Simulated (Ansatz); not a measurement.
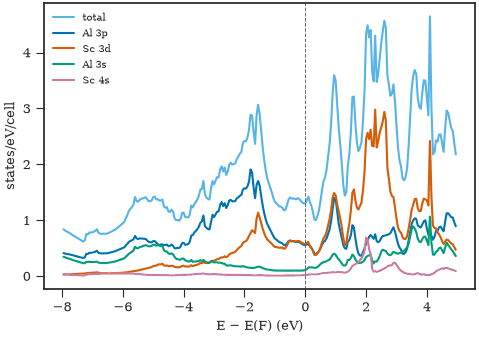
Figure. Total and projected density of states of ScAl3 (Cu3Au type, space group No. 221), the program Ansatz at the PBEsol level (PAW)

Task: Which orbitals carry the states next to the Fermi level?

Result: Within 0.5 eV of the Fermi level: Sc 3d 43 %, Al 3p 42 %, Al 3s 10 %. Projections are on Löwdin-orthogonalised atomic valence shells; empty p or d shells of many metals are not among them.

Task: Where is the tallest occupied peak in this window, and what makes it?

Result: Near -1.5 eV, about 3.1 states/eV per cell; the largest projected share is Al 3p.

Space group Pm-3m (Cu3Au type). The PBEsol relaxation kept the symmetry of its start. No spin polarisation was allowed.

Potentials: the later of the program's two PAW sets.
